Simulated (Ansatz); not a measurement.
```json
{"atom": "W", "x (Å)": "0.3244", "y (Å)": "0.3074", "z (Å)": "-0.3034"}
{"atom": "H", "x (Å)": "-0.2857", "y (Å)": "-0.3506", "z (Å)": "2.4915"}
{"atom": "F", "x (Å)": "1.9696", "y (Å)": "0.0147", "z (Å)": "-1.1376"}
{"atom": "F", "x (Å)": "0.1390", "y (Å)": "1.9574", "z (Å)": "-1.1458"}
{"atom": "F", "x (Å)": "-1.3371", "y (Å)": "0.5570", "z (Å)": "0.4737"}
{"atom": "F", "x (Å)": "0.3654", "y (Å)": "-1.3978", "z (Å)": "0.4285"}
{"atom": "F", "x (Å)": "-0.4122", "y (Å)": "-0.4240", "z (Å)": "-1.8448"}
{"atom": "O", "x (Å)": "1.2918", "y (Å)": "1.1095", "z (Å)": "1.1218"}
{"atom": "H", "x (Å)": "2.1816", "y (Å)": "1.4751", "z (Å)": "1.2361"}
{"atom": "H", "x (Å)": "0.1696", "y (Å)": "0.1275", "z (Å)": "2.7685"}
```

Core potentials replace the inner electrons of W; not at a stationary point (largest force 1.7 eV/Å).

These are results of RKS B3LYP/def2-SVP in Ansatz 0.2.0, not measurements.

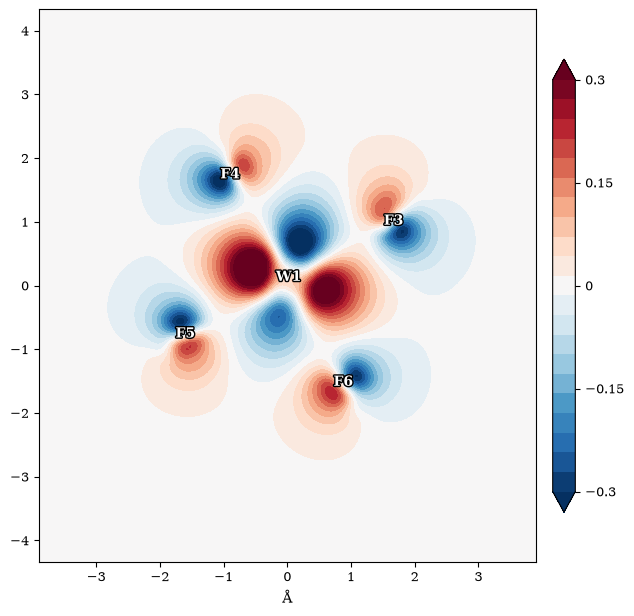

F$_{5}$HOW···H$_{2}$. One frontier orbital on the plane of atoms F5, W1 and F6 (values in Å⁻³ᐟ²; the overall sign is arbitrary).

> Which orbital is it: HOMO or LUMO?

The LUMO, at −4.53 eV. It lies mainly on W1 (about 65 %), F5 (about 10 %), O8 (about 5 %), F7 (about 5 %) and F3 (about 5 %).
